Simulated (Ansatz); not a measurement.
# BClH6Si2 (SMILES [SiH3][SiH2]BCl): what the fields show

Input

```
crystal:
  periodic: [false, false, false]
  atoms:
    - {symbol: Si, position_ang: [-1.288781, 0.809980, 0.628278]}
    - {symbol: Si, position_ang: [0.543972, -0.654929, 0.528775]}
    - {symbol: B, position_ang: [1.364224, -0.383289, -1.280359]}
    - {symbol: Cl, position_ang: [0.797352, -1.308034, -2.642291]}
    - {symbol: H, position_ang: [-0.833432, 2.211549, 0.425497]}
    - {symbol: H, position_ang: [-1.965035, 0.712865, 1.949473]}
    - {symbol: H, position_ang: [-2.264368, 0.466861, -0.440367]}
    - {symbol: H, position_ang: [0.051169, -2.046259, 0.722167]}
    - {symbol: H, position_ang: [1.486526, -0.304700, 1.627860]}
    - {symbol: H, position_ang: [2.191475, 0.444855, -1.516032]}
basis:
  gaussian: {orbitals: def2-TZVPP}
hamiltonian: {xc: pbe0, dispersion: d4}
output: {orbitals: {seedname: orbitals}}
```

Run with:

```sh
ansatz run in.yaml --threads 2 --pin off --events-out ev --progress --plain --max-ram 4352MiB
```

Geometry: PBE0-D4/def2-TZVP.

Computed with RKS PBE0-D4/def2-TZVPP in Ansatz 0.2.0.

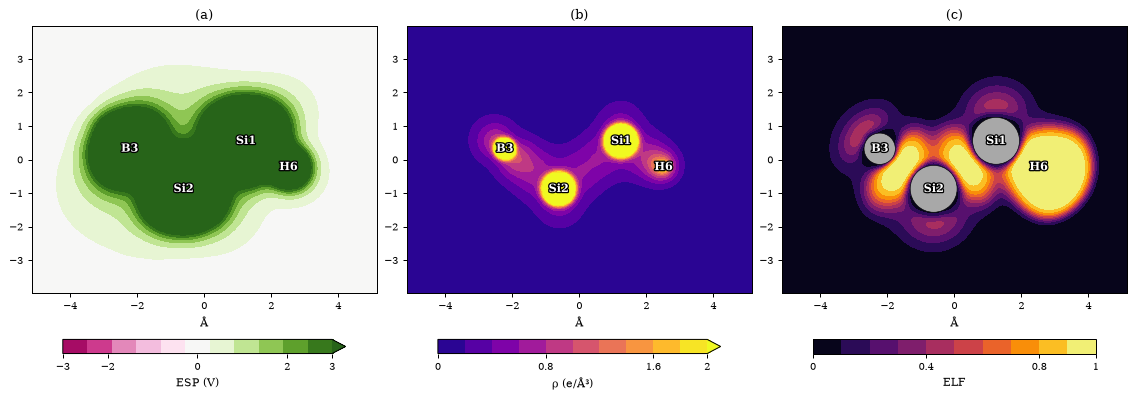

Figure 1. (a) electrostatic potential; (b) electron density; (c) electron localisation function on the plane of atoms Si2, Si1 and H6. Grey discs cover the atomic cores in the ELF map.

Question: Describe what can be read from this map.

Answer: Atoms in the plane: Si, B and H.
Si–B (2.00 Å): ρ at the midpoint is about 0.81 e/Å³; the ELF peaks at about 1 between the atoms; a shared electron pair.
Si–Si (2.35 Å): the density is about 0.61 e/Å³ at the midpoint; the ELF peaks at about 1 between the atoms (a covalent bond).
Si–H (1.49 Å): ρ at the midpoint is about 0.8 e/Å³; the ELF climbs to about 1 towards the hydrogen, as it does in any bond to H.
The potential has no marked negative region in this plane.

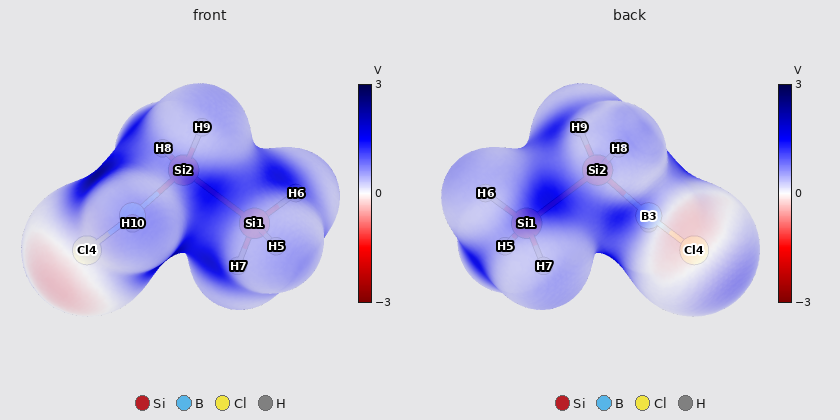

Figure 2. The electrostatic potential painted on the density surface at 0.004 e/bohr³, seen from the front and from behind; the colour scale runs from red (negative) to blue (positive).

Question: Which sites attract a positive test charge, and which a negative one?

Answer: A positive charge is drawn to the negative regions and a negative charge to the positive ones. The most negative region (about −0.3 V) lies over Cl4, the most positive (about +2.2 V, or +51 kcal/mol for a unit charge) over B3. Cl4 shows a σ-hole: about +0.7 V, or +16 kcal/mol for a unit charge at the tip opposite its bond, against about −0.1 V on its flanks.

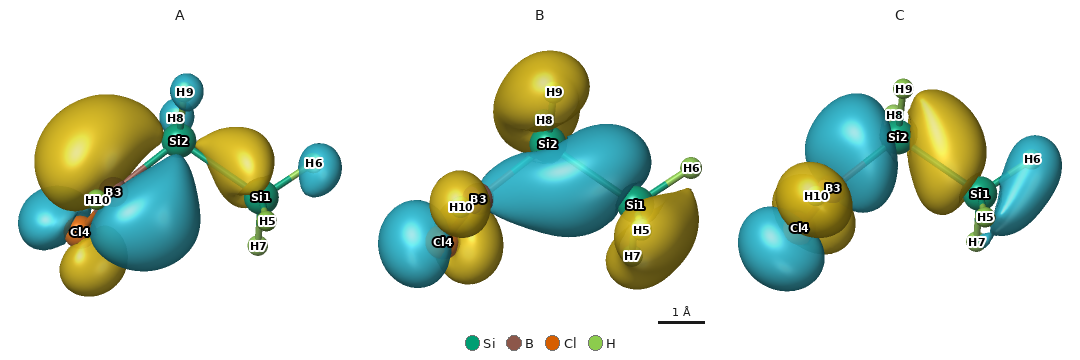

Figure 3. Three frontier orbitals at ±0.08 Å⁻³ᐟ² (yellow and cyan are the two phases), in no order.

Question: Which picture is the HOMO−1, the HOMO and the LUMO?

Answer: B is the HOMO−1 (−8.62 eV). It lies mainly on Si2 (about 30 %), Si1 (about 25 %), Cl4 (about 15 %), H9 (about 5 %) and H8 (about 5 %). C is the HOMO (−7.80 eV). Its weight (Hirshfeld) is mainly on Si2 (about 25 %), Cl4 (about 25 %), B3 (about 20 %), Si1 (about 15 %) and H10 (about 5 %). A is the LUMO (−2.33 eV). Its weight (Hirshfeld) is mainly on B3 (about 50 %), Cl4 (about 15 %), Si2 (about 15 %) and Si1 (about 10 %).

Question: What is the HOMO–LUMO gap?

Answer: 5.47 eV between the orbital energies.
